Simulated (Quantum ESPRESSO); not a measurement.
## TaN (Fm-3m): pw.x, ph.x and EPW

The plan: phonons and Wannier functions of TaN (Fm-3m), and, if the interpolated phonons are stable, its coupling and resistivity.

Main program and level: Quantum ESPRESSO 7.5; DFT PBE, scalar-relativistic, plane waves, PseudoDojo 0.4.1 norm-conserving pseudopotentials.

## Step 1: Starting point

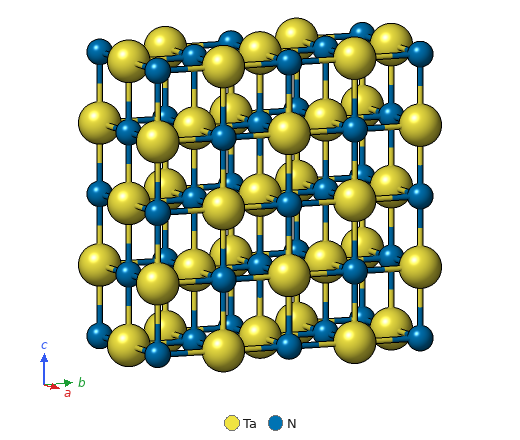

The cell as given, slightly off an axis (tantalum yellow, nitrogen blue). 1×2×2 cells are drawn. This picture shows the conventional cell, with its axes. Some periodic images of atoms are drawn too.

Coordinates:

```cif
data_structure
_symmetry_space_group_name_H-M 'Fm-3m'
_symmetry_Int_Tables_number 225
_cell_length_a 4.3580
_cell_length_b 4.3580
_cell_length_c 4.3580
_cell_angle_alpha 90.000
_cell_angle_beta 90.000
_cell_angle_gamma 90.000
_cell_volume 82.77
loop_
_atom_site_label
_atom_site_type_symbol
_atom_site_symmetry_multiplicity
_atom_site_Wyckoff_symbol
_atom_site_fract_x
_atom_site_fract_y
_atom_site_fract_z
_atom_site_occupancy
Ta1 Ta 4 b 0.50000 0.00000 0.00000 1
N1 N 4 a 0.00000 0.00000 0.00000 1
```

## Step 2: Relaxation

The cell is relaxed under the functional used for all that follows.

relax.in reads:

```
 &control
    calculation='vc-relax',
    prefix='x',
    outdir='./tmp',
    pseudo_dir='./pseudo',
    tprnfor=.true.,
    tstress=.true.,
    etot_conv_thr=1.0d-05,
    forc_conv_thr=4.0d-04,
 /
 &system
    ibrav=0,
    nat=2,
    ntyp=2,
    ecutwfc=84.0,
    occupations='smearing',
    smearing='mv',
    degauss=0.02,
 /
 &electrons
    conv_thr=1.0d-11,
 /
 &ions
 /
 &cell
    press_conv_thr=0.4,
 /
ATOMIC_SPECIES
 Ta    180.9479  Ta.upf
 N      14.0070  N.upf
CELL_PARAMETERS angstrom
     0.000000000    2.179000000    2.179000000
     2.179000000    0.000000000    2.179000000
     2.179000000    2.179000000    0.000000000
ATOMIC_POSITIONS crystal
 Ta     0.500000000   0.500000000   0.500000000
 N      0.000000000   0.000000000   0.000000000
K_POINTS automatic
 9 9 9 0 0 0
```

Launch:

```sh
OMP_NUM_THREADS=1 mpirun -n 8 pw.x -nk 8 -in relax.in > relax.out
```

Output:

```text
Program PWSCF v.7.5

     This program is part of the open-source Quantum ESPRESSO suite
     for quantum simulation of materials; please cite
         "P. Giannozzi et al., J. Phys.:Condens. Matter 21 395502 (2009);
         "P. Giannozzi et al., J. Phys.:Condens. Matter 29 465901 (2017);
         "P. Giannozzi et al., J. Chem. Phys. 152 154105 (2020);
     in publications or presentations arising from this work. More details at

     Message from routine setup:
     using ibrav=0 with symmetry is DISCOURAGED, use correct ibrav instead

     G-vector sticks info
     --------------------
     sticks:   dense  smooth     PW     G-vecs:    dense   smooth      PW
     Sum         769     769    241                14361    14361    2445

     Using Slab Decomposition

     bravais-lattice index     =            0
     lattice parameter (alat)  =       5.8233  a.u.
     unit-cell volume          =     139.6363 (a.u.)^3
     number of atoms/cell      =            2
     number of atomic types    =            2
     number of electrons       =        18.00
     number of Kohn-Sham states=           13
     kinetic-energy cutoff     =      84.0000  Ry
     charge density cutoff     =     336.0000  Ry
     scf convergence threshold =      1.0E-11
     mixing beta               =       0.7000
     number of iterations used =            8  plain     mixing
     energy convergence thresh.=      1.0E-05
     force convergence thresh. =      4.0E-04
     press convergence thresh. =      4.0E-01
     Exchange-correlation= PBE
                           (   1   4   3   4   0   0   0)
     nstep                     =           50

     celldm(1)=   5.823326  celldm(2)=   0.000000  celldm(3)=   0.000000
     celldm(4)=   0.000000  celldm(5)=   0.000000  celldm(6)=   0.000000

     crystal axes: (cart. coord. in units of alat)
               a(1) = (   0.000000   0.707107   0.707107 )
               a(2) = (   0.707107   0.000000   0.707107 )
               a(3) = (   0.707107   0.707107   0.000000 )
[...]
estimated scf accuracy    <       1.00182311 Ry
     estimated scf accuracy    <       0.00230078 Ry
     estimated scf accuracy    <       0.00142234 Ry
     estimated scf accuracy    <       0.00009668 Ry
     estimated scf accuracy    <       0.00002623 Ry
     estimated scf accuracy    <       0.00000295 Ry
     estimated scf accuracy    <       0.00000017 Ry
     estimated scf accuracy    <       0.00000005 Ry
     estimated scf accuracy    <          6.3E-11 Ry
     estimated scf accuracy    <          2.7E-09 Ry
     estimated scf accuracy    <          6.6E-10 Ry
     estimated scf accuracy    <          1.7E-09 Ry
     estimated scf accuracy    <          1.3E-09 Ry
     estimated scf accuracy    <          7.8E-10 Ry
     estimated scf accuracy    <          2.6E-10 Ry
     estimated scf accuracy    <          2.2E-10 Ry
     estimated scf accuracy    <          1.0E-11 Ry
     estimated scf accuracy    <          2.9E-11 Ry
     estimated scf accuracy    <          1.2E-12 Ry
     estimated scf accuracy    <          8.3E-13 Ry
     the Fermi energy is    21.1726 ev
!    total energy              =    -151.08001430 Ry
     estimated scf accuracy    <          2.6E-14 Ry
     convergence has been achieved in  22 iterations
          total   stress  (Ry/bohr**3)                   (kbar)     P=        0.49
   JOB DONE.
```

Wall time 30 s (8 MPI ranks of Arm Neoverse N1, shared host); 4 min of CPU time.

This step gave:

* free energy: -2055.5483 eV
* pressure: 0.04900 GPa
* volume per atom: 10.76 Å³/atom

The volume ends at 10.76 Å³ an atom, +4.0 % from the start.

## Step 3: Ground state

Linear response needs a tightly converged ground state.

scf.in reads:

```
 &control
    calculation='scf',
    prefix='x',
    outdir='./tmp',
    pseudo_dir='./pseudo',
    tprnfor=.true.,
    tstress=.true.,
 /
 &system
    ibrav=0,
    nat=2,
    ntyp=2,
    ecutwfc=84.0,
    occupations='smearing',
    smearing='mv',
    degauss=0.02,
 /
 &electrons
    conv_thr=1.0d-12,
 /
ATOMIC_SPECIES
 Ta    180.9479  Ta.upf
 N      14.0070  N.upf
CELL_PARAMETERS angstrom
     0.000000000    2.207528400    2.207528400
     2.207528400    0.000000000    2.207528400
     2.207528400    2.207528400    0.000000000
ATOMIC_POSITIONS crystal
 Ta     0.500000000   0.500000000   0.500000000
 N      0.000000000   0.000000000   0.000000000
K_POINTS automatic
 9 9 9 0 0 0
```

Launch:

```sh
OMP_NUM_THREADS=1 mpirun -n 8 pw.x -nk 8 -in scf.in > scf.out
```

Output:

```text
[banner, memory and clock lines left out]
[...]
number of Kohn-Sham states=           13
     number of k points=    35  Marzari-Vanderbilt smearing, width (Ry)=  0.0200
     estimated scf accuracy    <       0.48818969 Ry
     estimated scf accuracy    <       1.01183757 Ry
     estimated scf accuracy    <       0.00281760 Ry
     estimated scf accuracy    <       0.00163820 Ry
     estimated scf accuracy    <       0.00019340 Ry
     estimated scf accuracy    <       0.00002600 Ry
     estimated scf accuracy    <       0.00001084 Ry
     estimated scf accuracy    <       0.00000926 Ry
     estimated scf accuracy    <       0.00000628 Ry
     estimated scf accuracy    <       0.00000003 Ry
     estimated scf accuracy    <       0.00000001 Ry
     estimated scf accuracy    <          4.5E-09 Ry
     estimated scf accuracy    <          8.7E-10 Ry
     estimated scf accuracy    <          2.7E-10 Ry
     estimated scf accuracy    <          7.1E-10 Ry
     estimated scf accuracy    <          3.4E-10 Ry
     estimated scf accuracy    <          2.0E-11 Ry
     the Fermi energy is    21.1726 ev
!    total energy              =    -151.08001430 Ry
     estimated scf accuracy    <          8.1E-13 Ry
     convergence has been achieved in  18 iterations
          total   stress  (Ry/bohr**3)                   (kbar)     P=        0.49
```

It took 8.7 s on 8 MPI ranks; 69 s of CPU time.

Numbers from this step:

```
Fermi energy : 21.17 eV
```

The Fermi level lies at 21.17 eV and the pressure is 0.049 GPa.

[end of part 1 of 2]

[The logs of pw.x and epw.x are selected lines.]

[Logs are printed without paths, hosts, clocks, repeated set-up lines and the standing remarks that a program may print on its own settings, such as how far it seeks lower states.]

[Hosts, paths, dates, database ids (printed as entryN), source tags and the programs' standing remarks are cut or masked in the printed files.]
